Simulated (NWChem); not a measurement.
# CH3N (methanimine): levels of theory compared

Wanted: a comparison of 6 runs (HF/STO-3G, HF/cc-pVTZ, PBE0/6-311+G**, B3LYP/6-31G*, PBE0/def2-SVP, CCSD/pcseg-2) of CH3N (methanimine). 

The results are computed with NWChem 7.3.0.

### 1 Starting point

CH3N has 5 atoms, charge 0, and is taken as a singlet. SMILES: `C=N`. The coordinates come from a PBE0-D4/def2-TZVP relaxation.

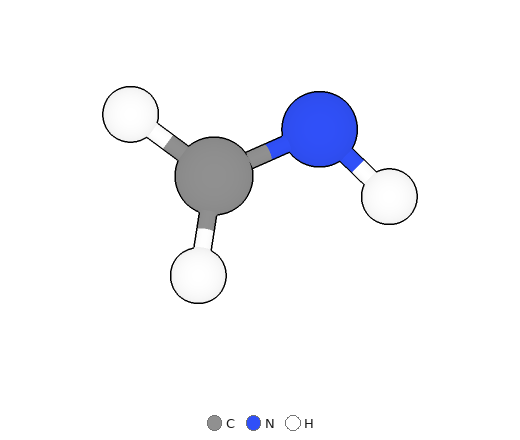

The structure, seen from a chosen angle (carbon grey, nitrogen blue, hydrogen white).

### 2 Energy and gradient at HF/STO-3G (run 1)

mol.xyz

```xyz
5
CH3N
C     -0.037200    -0.386500     0.038000
N      0.623200     0.654300    -0.225900
H     -1.090200    -0.400600     0.342700
H      0.457500    -1.356900    -0.036200
H      0.046700     1.489800    -0.118600
```

mol.nw

```
echo
START mol
TITLE "CH3N"
memory stack 880 mb heap 220 mb global 1100 mb
GEOMETRY noautosym nocenter noautoz
  load mol.xyz
END
BASIS spherical bse
  * library STO-3G
END
SCF
  thresh 1e-08
  maxiter 80
  print low
END
TASK scf gradient
```

The run is started by

```
$ nwchem mol.nw > mol.out
```

Standard output:

```text
[...]
  functions       =    13
[...]
  wavefunction    = RHF
[...]
         Total SCF energy =    -92.821950990941
      One-electron energy =   -191.103518637945
      Two-electron energy =     65.229648067616
 Nuclear repulsion energy =     33.051919579389
        Time for solution =      0.1s
[...]
                         RHF ENERGY GRADIENTS
    atom               coordinates                        gradient
                 x          y          z           x          y          z
   1 C      -0.070298  -0.730379   0.071810    0.013898   0.014597  -0.005041
   2 N       1.177677   1.236448  -0.426889   -0.030518   0.006154   0.008369
   3 H      -2.060179  -0.757024   0.647609   -0.004128   0.002195   0.001037
   4 H       0.864550  -2.564169  -0.068408    0.002779  -0.001256  -0.000713
   5 H       0.088250   2.815314  -0.224122    0.017968  -0.021690  -0.003653
 Task  times  cpu:        0.1s     wall:        0.1s
 Total times  cpu:        0.1s     wall:        0.1s
```

Run time: 0.62 s. Hardware: 1 thread of AMD EPYC 9R45 (Zen 5), shared host; peak memory 0.099 GiB.

### 3 Energy and gradient at HF/cc-pVTZ (run 2)

run.py

```python
from ase import Atoms
from ase.calculators.nwchem import NWChem

atoms = Atoms(['C', 'N', 'H', 'H', 'H'], positions=[
    [-0.037200, -0.386500, 0.038000],
    [0.623200, 0.654300, -0.225900],
    [-1.090200, -0.400600, 0.342700],
    [0.457500, -1.356900, -0.036200],
    [0.046700, 1.489800, -0.118600],
])

calc = NWChem(
    label='m1',
    theory='scf',
    memory='2200 mb',
    basis='cc-pVTZ',
    basispar='spherical bse',
    scf={'nopen': '0', 'rhf': None, 'thresh': '1e-08', 'maxiter': '80'},
)
atoms.calc = calc

forces = atoms.get_forces()
print("Total energy (eV):", round(atoms.get_potential_energy(), 6))
print("forces (eV/A):")
for s, f in zip(atoms.symbols, forces):
    print(f"{s:2s} {f[0]:10.5f} {f[1]:10.5f} {f[2]:10.5f}")
print("dipole (e A):", atoms.get_dipole_moment().round(4))
```

The run is started by

```
$ export ASE_NWCHEM_COMMAND="nwchem PREFIX.nwi > PREFIX.nwo"
$ python run.py
```

Standard output:

```text
Total energy (eV): -2559.715738
forces (eV/A):
C     0.43097    0.48697   -0.15853
N    -1.11123   -0.32422    0.34324
H     0.47103    0.06772   -0.14069
H    -0.21973    0.38875    0.03594
H     0.42896   -0.61917   -0.07996
dipole (e A): [-0.4181 -0.1125  0.1285]
```

The calculator wrote m1.nwi:

```
title "m1"

permanent_dir m1

scratch_dir m1

start m1

geometry units angstrom nocenter noautosym noautoz
  C  -3.7199999999999997e-02 -3.8650000000000001e-01 3.7999999999999999e-02
  N  6.2319999999999998e-01 6.5429999999999999e-01 -2.2589999999999999e-01
  H  -1.0902000000000001e+00 -4.0060000000000001e-01 3.4270000000000000e-01
  H  4.5750000000000002e-01 -1.3569000000000000e+00 -3.6200000000000003e-02
  H  4.6699999999999998e-02 1.4898000000000000e+00 -1.1860000000000000e-01
end

memory 2200 mb

basis spherical bse noprint
   * library cc-pVTZ
end

scf
  nopen 0
  rhf
  thresh 1e-08
  maxiter 80
end

task scf gradient
```

m1.nwo:

```text
Northwest Computational Chemistry Package (NWChem) 7.3.0
             --------------------------------------------------------

           Job information
           ---------------

    nwchem branch   = 7.3.0
    use scalapack   = T
    input           = m1.nwi
    prefix          = m1.
    data base       = m1/m1.db
    status          = startup
    nproc           =        1

           Memory information
           ------------------

    heap     =     72089596 doubles =      550.0 Mbytes
    stack    =     72089601 doubles =      550.0 Mbytes
    global   =    144179200 doubles =     1100.0 Mbytes (distinct from heap & stack)
    total    =    288358397 doubles =     2200.0 Mbytes
    verify   = yes
    hardfail = no

[... 125 lines left out ...]
 Convergence threshold     :          1.000E-08
[... 13 lines left out ...]
       Final RHF  results
[... 3 lines left out ...]
      One-electron energy =   -192.114848255958
[... 1 line left out ...]
 Nuclear repulsion energy =     33.051919579389
[... 26 lines left out ...]
                       ROHF Final Molecular Orbital Analysis
[... 172 lines left out ...]
    atom               coordinates                        gradient
                 x          y          z           x          y          z
   1 C      -0.070298  -0.730379   0.071810   -0.008381  -0.009470   0.003083
   2 N       1.177677   1.236448  -0.426889    0.021610   0.006305  -0.006675
   3 H      -2.060179  -0.757024   0.647609   -0.009160  -0.001317   0.002736
   4 H       0.864550  -2.564169  -0.068408    0.004273  -0.007560  -0.000699
   5 H       0.088250   2.815314  -0.224122   -0.008342   0.012041   0.001555

                 ----------------------------------------
                 |  Time  |  1-e(secs)   |  2-e(secs)   |
                 ----------------------------------------
                 |  CPU   |       0.00   |       3.42   |
                 ----------------------------------------
                 |  WALL  |       0.00   |       3.42   |
                 ----------------------------------------

 Task  times  cpu:       14.2s     wall:       14.2s
 Total times  cpu:       14.2s     wall:       14.2s
```

Run time: 15 s. Hardware: 1 thread of AMD EPYC 9R45 (Zen 5), shared host; peak memory 0.11 GiB.

### 4 Energy and gradient at PBE0/6-311+G(d,p) (run 3)

ch3n.nw

```
start ch3n
memory 2200 mb
charge 0

geometry noautosym nocenter noautoz
  C       -0.037200      -0.386500       0.038000
  N        0.623200       0.654300      -0.225900
  H       -1.090200      -0.400600       0.342700
  H        0.457500      -1.356900      -0.036200
  H        0.046700       1.489800      -0.118600
end

basis "ao basis" spherical bse
  * library 6-311+G**
end

dft
  xc pbe0
  grid xfine
  convergence energy 1e-08
  iterations 100
  mulliken
  print low
end

task dft gradient
```

The run is started by

```
$ nwchem ch3n.nw > ch3n.out
```

Standard output:

```text
[...]
 d= 0,ls=0.0,diis     1    -94.4989974490 -1.28D+02  1.32D-02  3.75D-01     0.7
[...]
 d= 0,ls=0.0,diis    10    -94.5406576949 -1.88D-10  1.47D-07  2.08D-10     6.0
         Total DFT energy =      -94.540657694887
      One electron energy =     -192.267388785512
           Coulomb energy =       77.969269500042
    Exchange-Corr. energy =      -13.294457988805
 Nuclear repulsion energy =       33.051919579389
[...]
      Total Density - Mulliken Population Analysis
     ---------------------------------------------
    Atom       Charge   Shell Charges
 -----------   ------   -------------------------------------------------------
    1 C    6     6.20   1.10  0.89  0.62  0.78  1.44  0.47  0.73  0.05  0.04  0.07
    2 N    7     7.27   1.10  0.90  0.75  0.90  1.71  0.79  1.07  0.00  0.03  0.03
    3 H    1     0.88   0.27  0.51  0.08  0.02
    4 H    1     0.85   0.27  0.50  0.06  0.02
    5 H    1     0.80   0.27  0.45  0.03  0.04
[...]
                         DFT ENERGY GRADIENTS
    atom               coordinates                        gradient
                 x          y          z           x          y          z
   1 C      -0.070298  -0.730379   0.071810    0.002153   0.003164  -0.000846
   2 N       1.177677   1.236448  -0.426889   -0.003136  -0.003518   0.001155
   3 H      -2.060179  -0.757024   0.647609    0.000720   0.000144  -0.000217
   4 H       0.864550  -2.564169  -0.068408   -0.000176   0.000437   0.000020
   5 H       0.088250   2.815314  -0.224122    0.000440  -0.000227  -0.000112
 Task  times  cpu:        7.3s     wall:        7.3s
 Total times  cpu:        7.3s     wall:        7.3s
```

Wall time 7.8 s (1 thread of AMD EPYC 9R45 (Zen 5), shared host); peak memory 0.13 GiB.

Runs 4 to 5 aren't shown in full; the table further down has their settings and results.

### 5 The energy at CCSD/pcseg-2 (run 6)

ch3n.xyz

```xyz
5
CH3N
C     -0.037200    -0.386500     0.038000
N      0.623200     0.654300    -0.225900
H     -1.090200    -0.400600     0.342700
H      0.457500    -1.356900    -0.036200
H      0.046700     1.489800    -0.118600
```

run.py

```python
from ase.io import read
from ase.calculators.nwchem import NWChem

system = read('ch3n.xyz')

calc = NWChem(
    label='ch3n',
    theory='ccsd',
    memory='2200 mb',
    basis='pcseg-2',
    basispar='spherical bse',
    scf={'nopen': '0', 'rhf': None, 'thresh': '1e-08', 'maxiter': '80'},
    ccsd={'freeze': 'core 2', 'maxiter': '60'},
    task='energy',
)
system.calc = calc

print(f"energy = {system.get_potential_energy():.6f} eV")
```

The run is started by

```
$ export ASE_NWCHEM_COMMAND="nwchem PREFIX.nwi > PREFIX.nwo"
$ python run.py
```

Standard output:

```text
energy = -2570.120363 eV
```

The calculator wrote ch3n.nwi:

```
title "ch3n"

permanent_dir ch3n

scratch_dir ch3n

start ch3n

geometry units angstrom nocenter noautosym noautoz
  C  -3.7199999999999997e-02 -3.8650000000000001e-01 3.7999999999999999e-02
  N  6.2319999999999998e-01 6.5429999999999999e-01 -2.2589999999999999e-01
  H  -1.0902000000000001e+00 -4.0060000000000001e-01 3.4270000000000000e-01
  H  4.5750000000000002e-01 -1.3569000000000000e+00 -3.6200000000000003e-02
  H  4.6699999999999998e-02 1.4898000000000000e+00 -1.1860000000000000e-01
end

memory 2200 mb

basis spherical bse noprint
   * library pcseg-2
end

scf
  nopen 0
  rhf
  thresh 1e-08
  maxiter 80
end
ccsd
  freeze core 2
  maxiter 60
end

task ccsd energy
```

ch3n.nwo:

```text
Northwest Computational Chemistry Package (NWChem) 7.3.0
             --------------------------------------------------------

           Job information
           ---------------

    nwchem branch   = 7.3.0
    use scalapack   = T
    input           = ch3n.nwi
    prefix          = ch3n.
    data base       = ch3n/ch3n.db
    status          = startup
    nproc           =        1

           Memory information
           ------------------

    heap     =     72089594 doubles =      550.0 Mbytes
    stack    =     72089599 doubles =      550.0 Mbytes
    global   =    144179200 doubles =     1100.0 Mbytes (distinct from heap & stack)
    total    =    288358393 doubles =     2200.0 Mbytes
    verify   = yes
    hardfail = no

[... 123 lines left out ...]
         Quadratically convergent ROHF
[... 15 lines left out ...]
       Final RHF  results
[... 4 lines left out ...]
      Two-electron energy =     64.977067214900
[... 27 lines left out ...]
                       ROHF Final Molecular Orbital Analysis
[... 196 lines left out ...]
 Total MP2 energy:            -94.432590689858571
[... 21 lines left out ...]
  Failed reading restart vector from ch3n/ch3n.t2
[... 3 lines left out ...]
             energy      energy      error      ampl     ampl      Block
[... 6 lines left out ...]
                  *************converged*************
[... 6 lines left out ...]
 Total CCSD energy:            -94.450182033131213
[... 1 line left out ...]
 --------------------------------
 Spin Component Scaled (SCS) CCSD
 --------------------------------
 Same spin contribution:                 -0.074388025179025
 Same spin scaling factor:                1.130000000000000
 Opposite spin contribution:             -0.309523279190968
 Opposite spin scaling fact.:             1.270000000000000
 SCS-CCSD correlation energy:            -0.477153033024827
 Total SCS-CCSD energy:                 -94.543423761786059

 routine      calls  cpu(0)   cpu-min  cpu-ave  cpu-max   i/o
 aoccsd          1     0.00     0.00     0.00     0.00    0.00
 iterdrv         1     0.01     0.01     0.01     0.01    0.00
 pampt          12     0.03     0.03     0.03     0.03    0.00
[... 9 lines of this table left out ...]
 Total                56.56    56.56    56.56    56.56    0.00

 Task  times  cpu:       68.2s     wall:       68.2s
 Total times  cpu:       68.2s     wall:       68.2s
```

It took 69 s on 1 thread of AMD EPYC 9R45 (Zen 5), shared host; peak memory 0.15 GiB.

### 6 All runs side by side

| run | level | iteration cap | module | energy (Eh) | largest force (eV/Å) | wall time |
| --- | --- | --- | --- | --- | --- | --- |
| 1 | HF/STO-3G | 80 | scf | -92.821951 | 1.658 | 0.62 s |
| 2 | HF/cc-pVTZ | 80 | scf | -94.067819 | 1.207 | 15 s |
| 3 | PBE0/6-311+G** | 100 | dft | -94.540658 | 0.250 | 7.8 s |
| 4 | B3LYP/6-31G* (Cartesian functions) | 100 | dft | -94.627025 | 0.737 | 4.8 s |
| 5 | PBE0/def2-SVP | 100 | dft | -94.440688 | 0.377 | 4.8 s |
| 6 | CCSD/pcseg-2 | 80 | ccsd | -94.450182 | – | 69 s |

### 7 What came out

| quantity | value |
| --- | --- |
| run 6: total energy | -94.45018 Eh |
| run 6: HOMO energy (Hartree–Fock orbitals) | -11.71 eV |
| run 6: LUMO energy (Hartree–Fock orbitals) | 2.77 eV |
| run 6: HOMO–LUMO gap (Hartree–Fock orbitals) | 14.48 eV |
| run 6: correlation energy (2 core orbitals frozen) | -383.9 mEh |

In words: Over runs 2, 4, 5 the dipole moment (its size) runs from 1.93 D (PBE0/def2-SVP) to 2.17 D (HF/cc-pVTZ). The two ends differ in method and basis. Totals of different functionals can't be ranked against each other. In run 1 the basis is minimal, so the values are rough. All runs together took 1.7 min, the longest 69 s.
